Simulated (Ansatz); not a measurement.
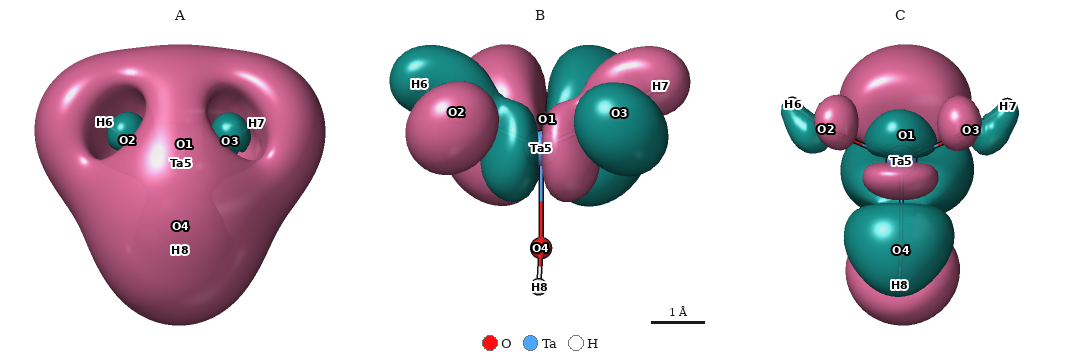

H₃O₄Ta. Three frontier orbitals at ±0.04 Å⁻³ᐟ² (teal and pink are the two phases), in no order.

Geometry: PBE0-D4/def2-SVP; core potentials replace the inner electrons of Ta.

The calculation used Ansatz 0.2.0, isolated molecule in a Gaussian basis; Kohn-Sham density functional theory, functional PBE0.

```xyz
8

O    -0.2525   -1.0657    1.6055
O     1.7587    0.5109    0.1193
O    -1.2428    1.3112    0.1541
O    -0.3617   -1.3507   -1.2964
Ta   -0.0270   -0.1585    0.1575
H     2.5152    0.4168    0.7039
H    -1.9330    1.6027    0.7554
H    -0.3649   -1.3238   -2.2552
```

Which picture is the HOMO−1, the HOMO and the LUMO?

B is the HOMO−1 (−9.19 eV). By Hirshfeld shares it lies mainly on O1 (about 70 %) and Ta5 (about 20 %). C is the HOMO (−8.79 eV). By Hirshfeld shares it lies mainly on O1 (about 60 %), O4 (about 25 %) and Ta5 (about 15 %). A is the LUMO (−0.65 eV). It lies mainly on Ta5 (about 50 %), H8 (about 15 %), H6 (about 10 %) and H7 (about 10 %).

What is the HOMO–LUMO gap?

8.14 eV between the orbital energies.
